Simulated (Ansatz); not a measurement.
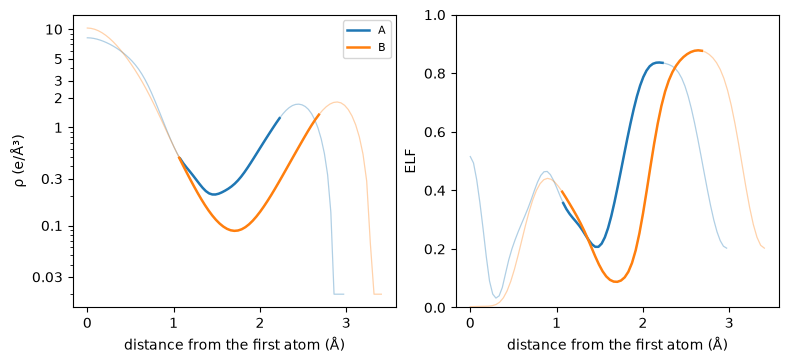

Figure. BiPbCl2. Valence pseudo-density and electron localisation function along straight lines between neighbouring atoms. Thin, pale parts lie inside the atomic spheres.

Space group P4/mmm; a structure generated by program, which may or may not match a known phase; computed without spin polarisation.

All numbers below come from DFT PBE, scalar-relativistic, plane waves, PAW (Ansatz).

In a PAW calculation such maps are meaningful between the atoms, not at the nuclei.

Which curve belongs to which contact (Bi–Cl and Pb–Cl)? The first atom named is at distance zero.

Answer. Curve A: Bi–Cl (2.97 Å): ρ is about 0.21 e/Å³ halfway; the ELF peaks at about 0.85 in the valence shell of Cl, 0.8 Å from its nucleus, and drops to about 0.20 between the two atoms. Curve B: Pb–Cl (3.41 Å): ρ is about 0.09 e/Å³ halfway; the ELF is about 0.10 at the midpoint (no localised pair shows between them).
